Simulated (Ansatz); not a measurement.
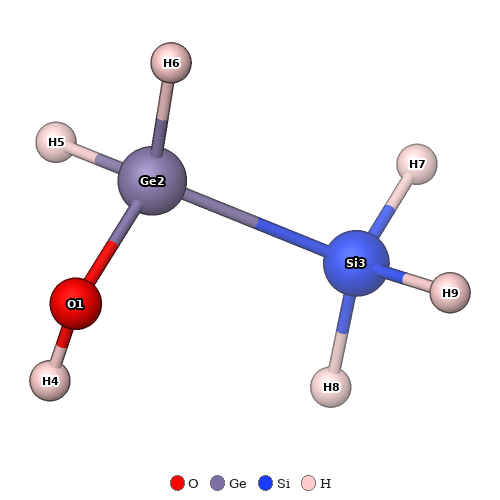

The system is GeH₆OSi, SMILES [OH][GeH2][SiH3]; the picture shows the reference structure. The first coordinate is: angle H4–O1–Ge2; the second: dihedral H4–O1–Ge2–Si3. Nothing is relaxed (all other coordinates rigid). Grid: 11 × 10 points. Points are written as (first, second). All energies are given in kcal/mol relative to the lowest grid point. Computed with RKS PBE0-D4/def2-TZVP in Ansatz.

Its coordinates:

```xyz
9

O    -1.6653    1.0005   -0.8592
Ge    0.0855    0.9007   -0.4942
Si    0.5256   -1.0106    0.8708
H    -1.9688    0.2642   -1.3943
H     0.8767    0.8363   -1.8209
H     0.3821    2.2274    0.2200
H     1.9868   -1.1383    1.1195
H     0.0500   -2.2347    0.1706
H    -0.1843   -0.8916    2.1706
```

Range: angle H4–O1–Ge2 from 87.3 to 137.3°; dihedral H4–O1–Ge2–Si3 from −180 to 144°.

What landscape does the calculation give?

Answer. The lowest grid point is at (112.3°, −72°). The highest grid point, (87.3°, 0°), lies 8.41 kcal/mol above the lowest. Round the minimum the two coordinates are nearly uncoupled.

```tsv
dihedral H4–O1–Ge2–Si3 ↓, angle H4–O1–Ge2 →	87.3	92.3	97.3	102.3	107.3	112.3	117.3	122.3	127.3	132.3	137.3
144	7.08	4.44	2.55	1.33	0.70	0.60	0.95	1.69	2.75	4.05	5.51
108	7.12	4.50	2.62	1.42	0.80	0.71	1.07	1.82	2.87	4.17	5.63
72	7.37	4.69	2.77	1.54	0.90	0.80	1.15	1.88	2.92	4.20	5.63
36	8.01	5.24	3.23	1.89	1.15	0.95	1.21	1.86	2.84	4.06	5.46
0	8.41	5.54	3.43	1.98	1.13	0.83	1.00	1.57	2.49	3.67	5.05
−36	7.79	4.90	2.77	1.33	0.50	0.22	0.42	1.02	1.97	3.18	4.59
−72	7.42	4.55	2.45	1.05	0.25	0.00	0.22	0.85	1.82	3.05	4.47
−108	7.60	4.80	2.76	1.38	0.60	0.36	0.57	1.19	2.14	3.35	4.75
−144	7.59	4.85	2.86	1.54	0.81	0.60	0.86	1.50	2.48	3.70	5.11
−180	7.27	4.56	2.62	1.35	0.69	0.55	0.88	1.60	2.63	3.91	5.35
```

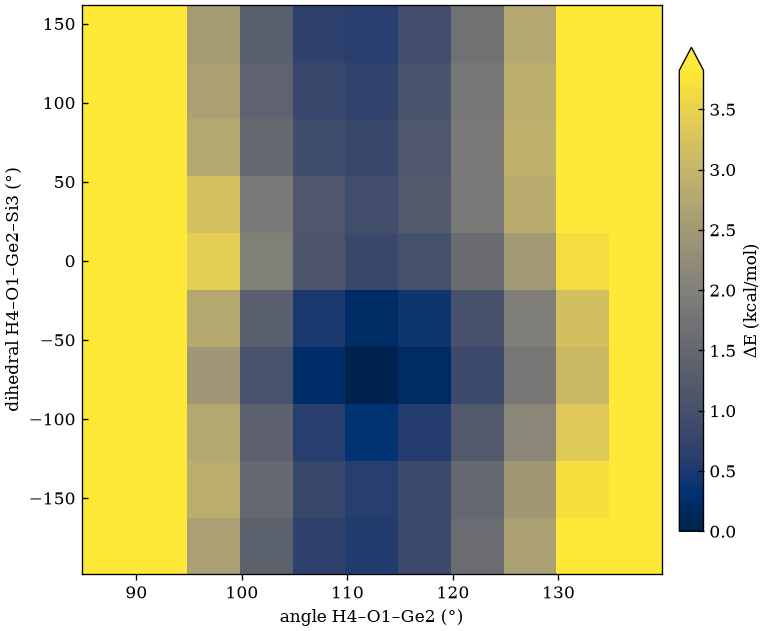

Drawn: one coloured cell a grid point, one colour for all values above the top of the scale.

Each point was launched as `ansatz run input.yaml --threads 1 --pin off --max-ram 2560MiB --backend cpu --events-out ev --progress --plain --runs-dir out`. The whole map (110 points run) took 12 min on 1 thread of Arm Neoverse V1, with other jobs on the host.
